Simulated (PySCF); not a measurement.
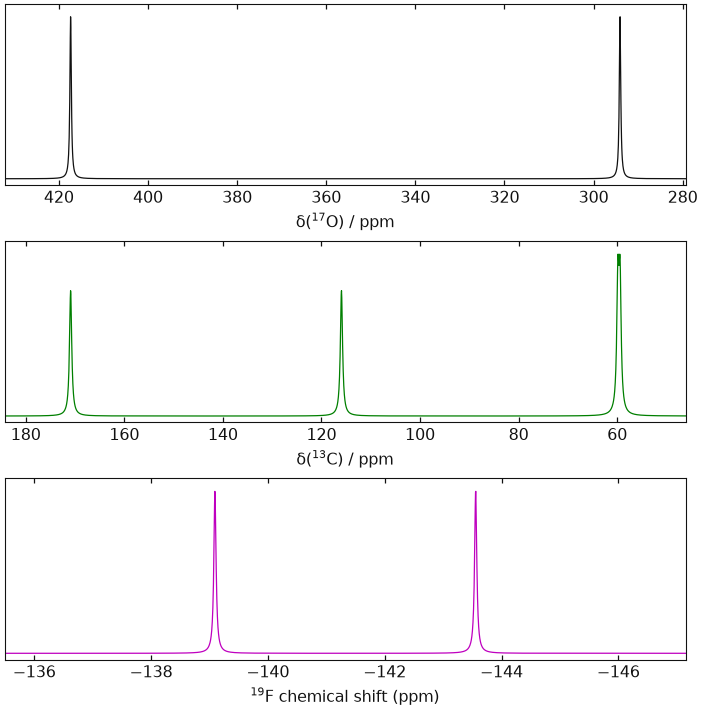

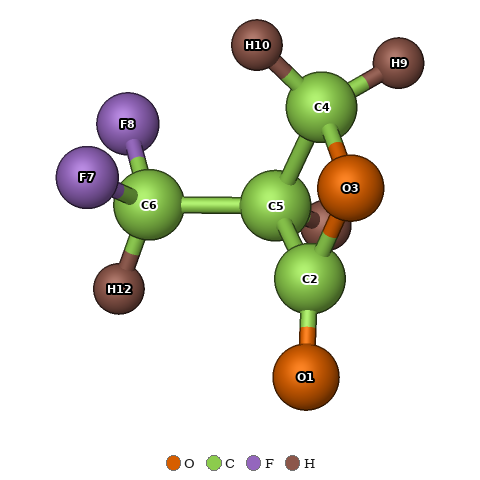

Spectrum and numbered structure of C₄H₄F₂O₂, SMILES O=C1OC[C@@H]1C(F)F. GIAO shifts, PBE0/pcSseg-1 (IEF-PCM chloroform), PySCF 2.14.0, at a PBE0-D3(BJ)/def2-SVP geometry (no frequency check), against H₂O for ¹⁷O, TMS for ¹³C and CFCl₃ for ¹⁹F computed at the same level (¹⁷O: a single water molecule, while the usual scale starts at liquid water and gives values some tens of ppm lower; ¹⁹F: this reference is a hard case for the method, so all values can be off together by tens of ppm, and differences between signals are safer). fully decoupled, line heights follow the number of nuclei, widths are arbitrary (no quadrupolar broadening); values of one conformer, averaged over methyl-type rotors and exact or near symmetry; other conformers aren't averaged in.

Assign the ¹⁷O signals to the numbered atoms.

```
δ (ppm)  nuclei  atoms
  417.4       1     O1
  294.1       1     O3
```

Assign the ¹³C signals to the numbered atoms.

```csv
δ (ppm),nuclei,atoms
170.9,1,C2
115.9,1,C6
59.9,1,C4
59.4,1,C5
```

The order of signals that lie close, as those under 2 ppm apart, is within the error of the method.

Which atoms give which ¹⁹F line?

| δ (ppm) | nuclei | atoms |
| --- | --- | --- |
| −139.1 | 1 | F8 |
| −143.6 | 1 | F7 |
